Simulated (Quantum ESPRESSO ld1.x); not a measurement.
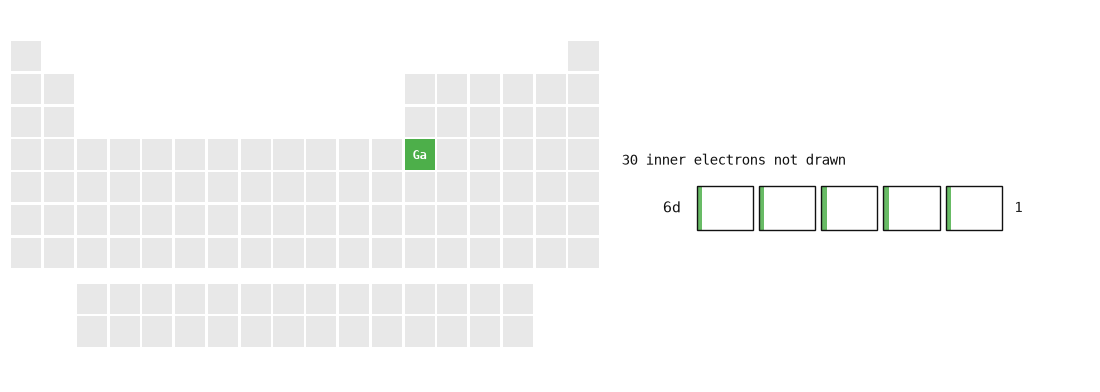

**Figure 1.** Left, the place of gallium in the periodic table; right, the outer shells as the input fills them: a box for each of the 2l + 1 orbitals, shaded by the share of the shell that is filled, with the electron count at the right.

# Run report: Ga, atomic calculation

System: the neutral gallium atom in the configuration [Ar] 3d10 4s2 6d1 (6d3/2: 1).
Method: Dirac Kohn-Sham, LDA (Slater exchange, VWN5 correlation), spin-unpolarised, spherical densities, point nucleus (Quantum ESPRESSO ld1.x 7.5).

### Summary

- outcome: converged
- total energy: −1941.0251 hartree
- kinetic energy: 1978.8187 hartree
- electron–nucleus energy: −4678.8110 hartree
- Hartree energy: 831.483728 hartree
- exchange–correlation energy: −72.516568 hartree
- radius at density 0.001 e/bohr³: 3.77 bohr
- SCF iterations: 42
- hardware: 1 CPU thread, shared host
- wall time: 0.69 s

### Remarks

This is an excited configuration.

### Input
```
 &input
    zed=31.0,
    iswitch=1,
    rel=2,
    dft='SLA-VWN',
    config='[Ar] 3d10 4s2 6d1',
    dx=0.01,
    rmax=200,
    rel_dist='energy',
    verbosity='high',
    lsmall=.true.,
    prefix='ld1',
    max_out_wfc=37,
    file_charge='ld1.rho',
 /
```

### Log
```
     Program LD1 v.7.5 starts

     --------------------------- All-electron run ----------------------------

     dirac relativistic calculation

     atomic number is 31.00
     dft =SLA-VWN   lsd =0 sic =0 latt =0  beta=0.20 tr2=1.0E-14
     Exchange-correlation= SLA-VWN
                           (   1   2   0   0   0   0   0)
     mesh =1675 r(mesh) = 201.54502 a.u. xmin = -8.00 dx = 0.01000
     1 Ry =  13.60569312 eV, c = 137.03599908

     n l j   nl                  e(Ry)          e(Ha)          e(eV)
     Spin orbit split results
     1 0 0.5 1S 1( 2.00)    -750.782451937    -375.391225968 -10214.9156432
     2 0 0.5 2S 1( 2.00)     -93.096219374     -46.548109687  -1266.6385917
     2 1 0.5 2P 1( 2.00)     -82.567584440     -41.283792220  -1123.3892158
     2 1 1.5 2P 1( 4.00)     -80.539326528     -40.269663264  -1095.7933611
     3 0 0.5 3S 1( 2.00)     -11.353581577      -5.676790788   -154.4733468
     3 1 0.5 3P 1( 2.00)      -7.950231111      -3.975115555   -108.1684048
     3 1 1.5 3P 1( 4.00)      -7.682771786      -3.841385893   -104.5294353
     3 2 1.5 3D 1( 4.00)      -1.965736412      -0.982868206    -26.7452064
     3 2 2.5 3D 1( 6.00)      -1.931627705      -0.965813853    -26.2811338
     4 0 0.5 4S 1( 2.00)      -1.130410800      -0.565205400    -15.3800224
     6 2 1.5 6D 1( 1.00)      -0.031912974      -0.015956487     -0.4341981
     6 2 2.5 6D 1( 0.00)      -0.031863498      -0.015931749     -0.4335250
     Averaged results
     1 0     1S 1( 2.00)    -750.782451937    -375.391225968 -10214.9156432
     2 0     2S 1( 2.00)     -93.096219374     -46.548109687  -1266.6385917
     2 1     2P 1( 6.00)     -81.215412499     -40.607706249  -1104.9919793
     3 0     3S 1( 2.00)     -11.353581577      -5.676790788   -154.4733468
     3 1     3P 1( 6.00)      -7.771924894      -3.885962447   -105.7424251
     3 2     3D 1(10.00)      -1.945271188      -0.972635594    -26.4667628
     4 0     4S 1( 2.00)      -1.130410800      -0.565205400    -15.3800224
     6 2     6D 1( 1.00)      -0.031883289      -0.015941644     -0.4337942

     final scf error:  3.4E-15 reached in  42 iterations

     Etot =   -3882.050286 Ry,   -1941.025143 Ha,  -52817.984876 eV

     Ekin =    3957.637369 Ry,    1978.818685 Ha,   53846.399537 eV
     Encl =   -9357.621976 Ry,   -4678.810988 Ha, -127316.932966 eV
     Eh   =    1662.967457 Ry,     831.483729 Ha,   22625.824900 eV
     Exc  =    -145.033136 Ry,     -72.516568 Ha,   -1973.276347 eV

     normalization and overlap integrals

     s(1S/1S) =  1.000000  <r> =   0.0487  <r2> =    0.0032  r(max) =   0.0319
     LC norm =  0.98748629 + SC norm =  0.01251371 =  1.00000000
     s(1S/2S) =  0.000000
     s(1S/3S) = -0.000000
     s(1S/4S) =  0.000000
     s(2S/2S) =  1.000000  <r> =   0.2180  <r2> =    0.0561  r(max) =   0.1820
     LC norm =  0.99759559 + SC norm =  0.00240441 =  1.00000000
     s(2S/3S) =  0.000000
     s(2S/4S) =  0.000000
     s(2P/2P) =  1.000000  <r> =   0.1885  <r2> =    0.0436  r(max) =   0.1446
     LC norm =  0.99760200 + SC norm =  0.00239800 =  1.00000000
     s(2P/3P) =  0.000000
     s(2P/2P) =  1.000000  <r> =   0.1920  <r2> =    0.0452  r(max) =   0.1475
     LC norm =  0.99764744 + SC norm =  0.00235256 =  1.00000000
     s(2P/3P) =  0.000000
     s(3S/3S) =  1.000000  <r> =   0.6530  <r2> =    0.4929  r(max) =   0.5633
     LC norm =  0.99945553 + SC norm =  0.00054447 =  1.00000000
     s(3S/4S) =  0.000000
     s(3P/3P) =  1.000000  <r> =   0.6726  <r2> =    0.5344  r(max) =   0.5633
     LC norm =  0.99950420 + SC norm =  0.00049580 =  1.00000000
     s(3P/3P) =  1.000000  <r> =   0.6836  <r2> =    0.5519  r(max) =   0.5689
     LC norm =  0.99951678 + SC norm =  0.00048322 =  1.00000000
     s(3D/3D) =  1.000000  <r> =   0.8044  <r2> =    0.8460  r(max) =   0.5305
     LC norm =  0.99965217 + SC norm =  0.00034783 =  1.00000000
     s(3D/6D) = -0.000000
     s(3D/3D) =  1.000000  <r> =   0.8106  <r2> =    0.8599  r(max) =   0.5305
     LC norm =  0.99965595 + SC norm =  0.00034405 =  1.00000000
     s(3D/6D) = -0.000000
     s(4S/4S) =  1.000000  <r> =   2.2083  <r2> =    5.6054  r(max) =   1.8515
     LC norm =  0.99994166 + SC norm =  0.00005834 =  1.00000000
     s(6D/6D) =  1.000000  <r> =  29.0452  <r2> =  948.8025  r(max) =  32.0089
     LC norm =  0.99999872 + SC norm =  0.00000128 =  1.00000000
     s(6D/6D) =  1.000000  <r> =  29.0036  <r2> =  947.3411  r(max) =  32.0089
     LC norm =  0.99999870 + SC norm =  0.00000130 =  1.00000000

     LC charge = 30.94837054 + SC charge =  0.05162946 = 31.00000000

     ------------------------ End of All-electron run ------------------------
```

### Orbitals

```
orbital  occupation  energy (eV)  ⟨r⟩ (bohr)  outer maximum (bohr)
     1s           2     −10214.9     0.04867                0.0319
     2s           2      −1266.6      0.2180                 0.182
  2p1/2           2      −1123.4      0.1885                 0.145
  2p3/2           4      −1095.8      0.1920                 0.147
     3s           2     −154.473      0.6530                 0.563
  3p1/2           2     −108.168      0.6726                 0.563
  3p3/2           4     −104.529      0.6836                 0.569
  3d3/2           4      −26.745      0.8044                 0.530
  3d5/2           6      −26.281      0.8106                 0.530
     4s           2      −15.380       2.208                  1.85
  6d3/2           1       −0.434       29.05                  32.0
  6d5/2           0       −0.434       29.00                  32.0
```

### Slater integrals of the outer shells (hartree)

```
       integral   value
F0(6d3/2,6d3/2)  0.0308
F2(6d3/2,6d3/2)  0.0161
F4(6d3/2,6d3/2)  0.0115
F0(6d3/2,4s1/2)  0.0484
G2(6d3/2,4s1/2)  0.0030
F0(6d3/2,3d5/2)  0.0494
F2(6d3/2,3d5/2)  0.0016
F4(6d3/2,3d5/2)  0.0006
G0(6d3/2,3d5/2)  0.0006
G2(6d3/2,3d5/2)  0.0006
G4(6d3/2,3d5/2)  0.0004
F0(6d3/2,3d3/2)  0.0494
F2(6d3/2,3d3/2)  0.0015
F4(6d3/2,3d3/2)  0.0006
```

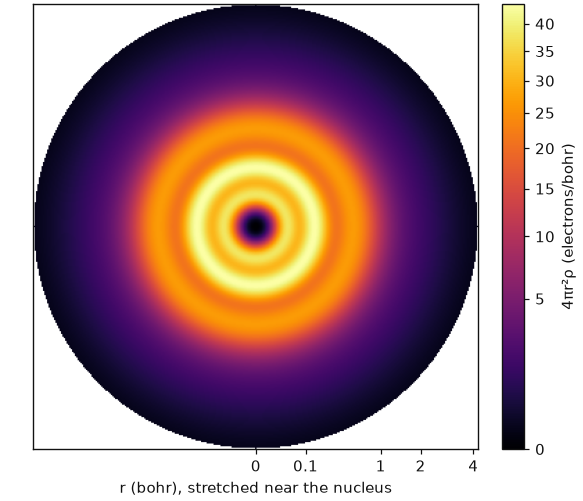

**Figure 2.** The radial density 4πr²ρ as a disc about the nucleus, with the radius drawn as r to the power 0.4. There are 5 maxima, at r = 0.0339, 0.154, 0.541, 13.4 and 32.0 bohr, parted by minima at 0.0725 and 0.342 bohr, inside which lie 2.1 and 10.9 electrons. The outermost maximum is faint.

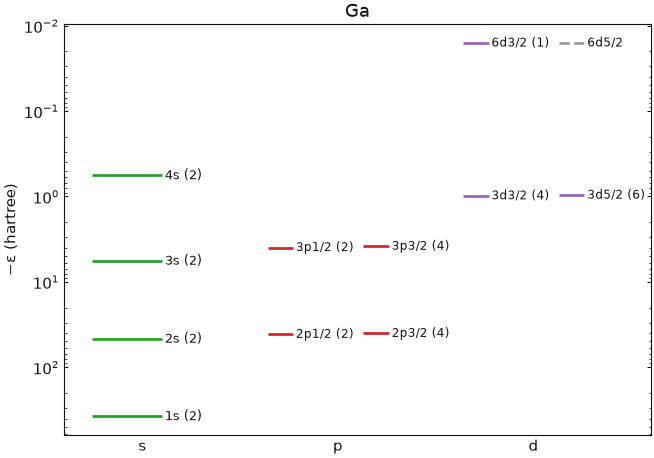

**Figure 3.** The occupied levels and a few empty ones, on a logarithmic scale of binding energy, are drawn by angular momentum (occupations in brackets, the lower j at the left of each column, empty levels dashed). The highest occupied level is 6d3/2 at −0.0160 hartree. The highest 4 occupied levels, from the top down, are 6d3/2 (−0.0160 hartree), 4s (−0.565 hartree), 3d5/2 (−0.966 hartree), 3d3/2 (−0.983 hartree). The lowest empty level drawn is 6d5/2 at −0.0159 hartree. Spin-orbit splittings: 6d 2.47×10⁻⁵ hartree, 3d 0.0171 hartree, 3p 0.134 hartree, 2p 1.01 hartree.
